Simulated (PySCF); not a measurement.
**Run report: C2H11ClSi3, NMR shielding calculation**

System: C2H11ClSi3.
Method: GIAO PBE0/pcSseg-1 NMR shielding, non-relativistic, gas phase (PySCF 2.14.0).

The geometry comes from this level: GFN2-xTB. It belongs to a series of runs on one base structure; here: PBE0/pcSseg-1; aux def2-universal-jkfit. Figures and captions count atoms from 1; the log counts them from 0 in places.

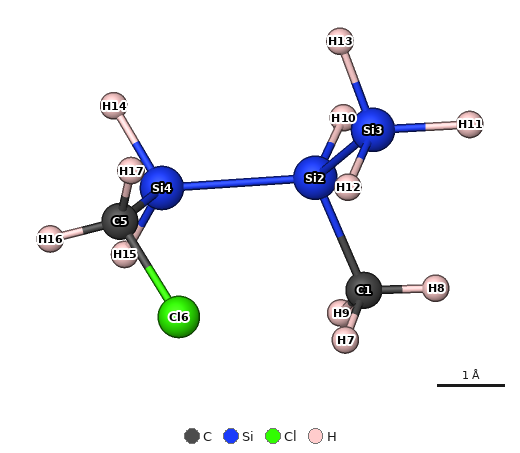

Figure 1. The structure (ball-and-stick view, seen at a tilt; atoms are numbered from 1 in the order of the input).

Key numbers

- outcome: converged
- total energy: −1410.827742 hartree
- HOMO: −8.04 eV
- LUMO: −0.70 eV
- dipole moment: 1.14 D
- isotropic shielding, C: 154.9 to 191.9 ppm
- isotropic shielding, Si: 413.3 to 463.0 ppm
- isotropic shielding, Cl: 907.0 ppm
- isotropic shielding, H: 27.6 to 31.3 ppm
- hardware: 1 CPU thread, shared host
- wall time: 23 s
- peak memory: 0.81 GiB

Notes

Settings chosen away from the usual ones: PBE0/pcSseg-1; aux def2-universal-jkfit.

Input file
```
{"job": {"kind": "nmr", "xc": "PBE0", "basis": "pcSseg-1", "pop": false, "scf": {"aux": "def2-universal-jkfit"}}, "charge": 0, "multiplicity": 1}
C     -1.097779     1.711873     1.017383
Si    -0.995984     0.381388    -0.348438
Si    -1.520036    -1.707809     0.538200
Si     1.084361     0.555044    -1.381238
C      2.295446    -0.606043    -0.450391
Cl     2.216275    -0.250162     1.297853
H     -0.365527     1.523065     1.797425
H     -2.078421     1.728052     1.485054
H     -0.906237     2.705920     0.622347
H     -2.009258     0.780886    -1.353604
H     -2.838941    -1.766796     1.175950
H     -0.555842    -2.150216     1.546802
H     -1.517830    -2.730683    -0.514280
H      1.167885     0.096687    -2.776627
H      1.739826     1.869113    -1.360843
H      3.332794    -0.470233    -0.744428
H      2.042269    -1.658053    -0.561073
```

The first line tells a small driver script what to run in PySCF; the rest is the geometry in Å.

Launched with:
```bash
OMP_NUM_THREADS=1 python <driver script> task.json out
```

Output
```
final grid: 129032 points
cycle   1  E = -1410.7944748971  dE =  3.934e-02  |g| = 3.518e-01  |ddm| = 3.570e+00
cycle   2  E = -1410.7879168547  dE =  6.558e-03  |g| = 3.815e-01  |ddm| = 7.051e-01
cycle   3  E = -1410.8272497754  dE = -3.933e-02  |g| = 4.092e-02  |ddm| = 4.089e-01
cycle   4  E = -1410.8276950699  dE = -4.453e-04  |g| = 1.334e-02  |ddm| = 6.195e-02
cycle   5  E = -1410.8277373450  dE = -4.228e-05  |g| = 3.884e-03  |ddm| = 1.812e-02
cycle   6  E = -1410.8277409357  dE = -3.591e-06  |g| = 1.580e-03  |ddm| = 5.197e-03
cycle   7  E = -1410.8277415215  dE = -5.858e-07  |g| = 2.522e-04  |ddm| = 1.580e-03
cycle   8  E = -1410.8277415393  dE = -1.781e-08  |g| = 4.787e-05  |ddm| = 3.836e-04
cycle   9  E = -1410.8277415399  dE = -6.435e-10  |g| = 9.647e-06  |ddm| = 7.262e-05
converged SCF energy = -1410.8277415399

GIAO shielding tensors (ppm)
atom      isotropic    diamagn.    paramagn.     s11        s22        s33       span
  0 C      191.907     252.377     -60.471    186.924    190.814    197.983     11.059
  1 Si     436.033     880.723    -444.690    412.955    421.744    473.400     60.445
  2 Si     462.980     880.319    -417.339    444.707    460.398    483.836     39.129
  3 Si     413.267     879.986    -466.719    379.875    410.421    449.504     69.629
  4 C      154.866     253.191     -98.324    129.274    142.254    193.071     63.797
  5 Cl     906.989    1148.781    -241.791    809.731    837.610   1073.626    263.895
  6 H       31.159      31.470      -0.311     25.710     30.651     37.117     11.407
  7 H       31.322      29.636       1.687     25.966     28.392     39.609     13.644
  8 H       31.240      30.060       1.180     26.246     28.401     39.074     12.827
  9 H       27.728      29.635      -1.907     24.490     25.052     33.641      9.150
 10 H       28.122      28.937      -0.815     24.463     25.610     34.294      9.831
 11 H       27.981      29.469      -1.488     23.580     28.006     32.356      8.776
 12 H       28.232      29.197      -0.965     24.651     25.906     34.141      9.490
 13 H       27.553      29.243      -1.690     23.808     25.033     33.818     10.010
 14 H       27.578      29.380      -1.802     24.211     25.582     32.940      8.729
 15 H       28.380      28.999      -0.619     22.149     26.917     36.073     13.923
 16 H       28.729      31.175      -2.446     24.591     26.617     34.979     10.389
```

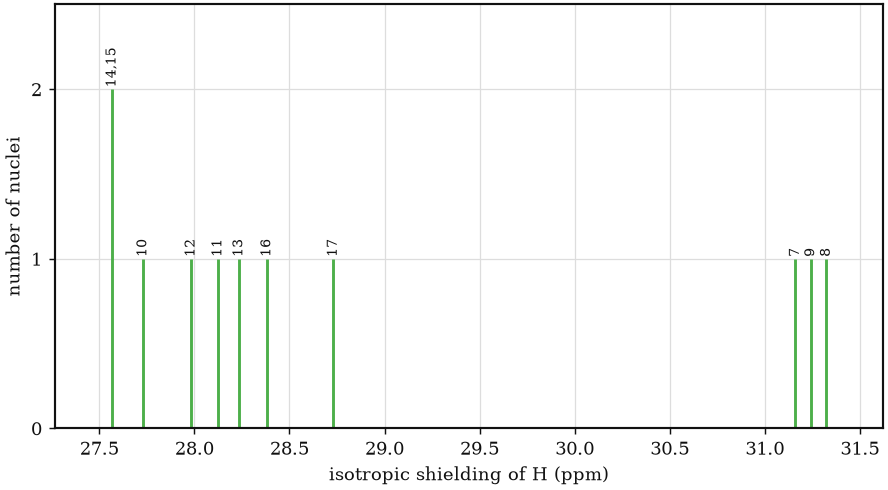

Figure 2. Isotropic shieldings of the hydrogen nuclei in this fixed geometry, labelled by atom number; shielding grows to the right, so chemical shift grows to the left. The least shielded is H14 (27.6 ppm), the most shielded H8 (31.3 ppm).
